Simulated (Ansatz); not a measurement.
The calculation's input:

```
crystal:
  periodic: [false, false, false]
  atoms:
    - {symbol: C, position_ang: [-0.061329, -0.158049, -0.599173]}
    - {symbol: B, position_ang: [-0.492091, 0.441846, 0.631183]}
    - {symbol: H, position_ang: [0.246322, 0.437395, -1.471754]}
    - {symbol: H, position_ang: [-0.013822, -1.248092, -0.741107]}
basis:
  gaussian: {orbitals: def2-TZVPD}
hamiltonian: {xc: {name: PBE0}}
output: {forces: true, orbitals: {seedname: orbitals}}
total_charge: -1
```

Launched as:

```sh
ansatz run input.yaml --threads 1 --pin off --max-ram 2610MiB --events-out events.jsonl --progress --plain --runs-dir runs
```

Geometry: PBE0-D3(BJ)/def2-SVPD; the highest occupied orbital lies above zero, a sign that basis and functional describe the outermost electron poorly.

Computed with Ansatz, isolated molecule in a Gaussian basis; Kohn-Sham density functional theory, functional PBE0.

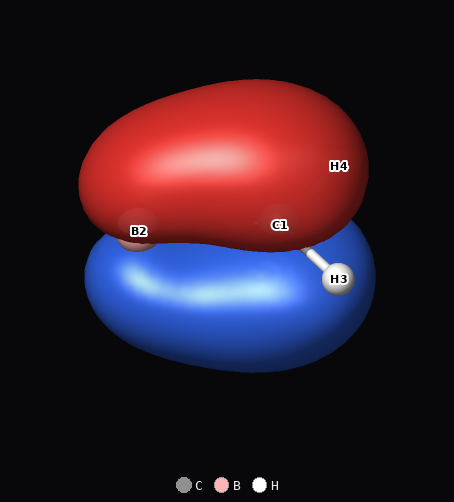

CH₂B (charge −1). The HOMO−1 at ±0.15 Å⁻³ᐟ² (red and blue are the two phases), seen at an oblique angle.

> Where does this orbital lie, and at what energy?

By Hirshfeld shares it lies mainly on C1 (about 55 %) and B2 (about 35 %); it changes sign across the molecular plane (π type); π-bonding across C1–B2. Its energy is −0.49 eV.
